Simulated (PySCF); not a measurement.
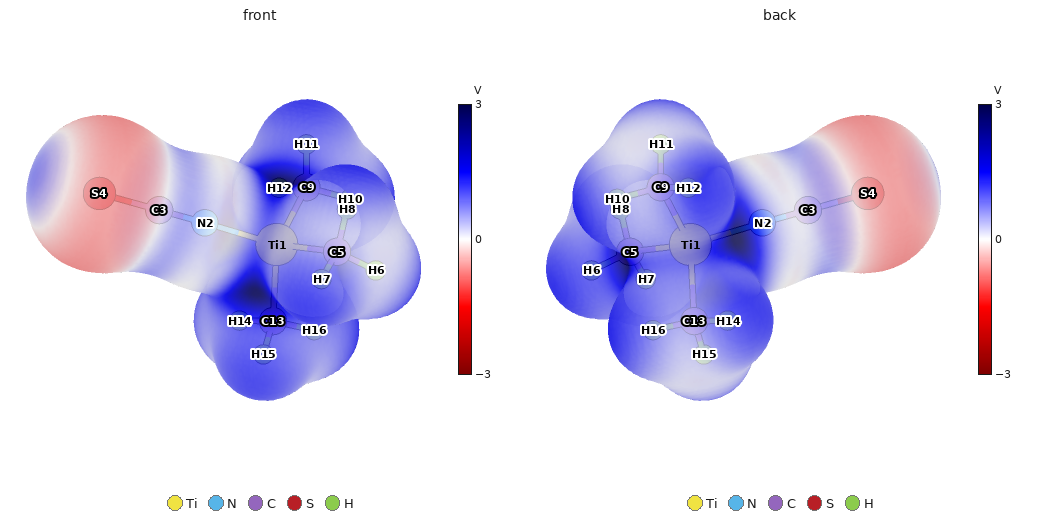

C$_{4}$H$_{9}$NSTi (Ti(NCS)Me3). The molecular electrostatic potential painted on the density surface at 0.004 e/bohr³, seen from the front and from behind; the colour scale runs from red (negative) to blue (positive).

Geometry: PBE0-D3(BJ)/def2-SVP.

Method: PySCF, CAM-B3LYP/def2-SVPD, SCF density, gas phase.

```xyz
16

Ti   -0.0004    0.0063    0.0496
N     0.0059   -0.0003    1.9608
C    -0.0011   -0.0282    3.1628
S    -0.0084   -0.0634    4.7376
C     1.8910   -0.0103   -0.7222
H     1.8364   -0.1582   -1.8147
H     2.4781   -0.8269   -0.2686
H     2.3818    0.9549   -0.5077
C    -0.9400    1.6540   -0.7121
H    -0.8122    1.6750   -1.8083
H    -0.5087    2.5700   -0.2737
H    -2.0156    1.6052   -0.4697
C    -0.9584   -1.6297   -0.7126
H    -1.9762   -1.7043   -0.2935
H    -0.3886   -2.5379   -0.4502
H    -1.0181   -1.5401   -1.8111
```

> Which sites attract a positive test charge, and which a negative one?

A positive charge is drawn to the negative regions and a negative charge to the positive ones. The most negative region (about −0.6 V) lies over S4, the most positive (about +2.8 V) over Ti1.

> What dipole moment does the calculation give?

Its dipole moment is 2.81 D.
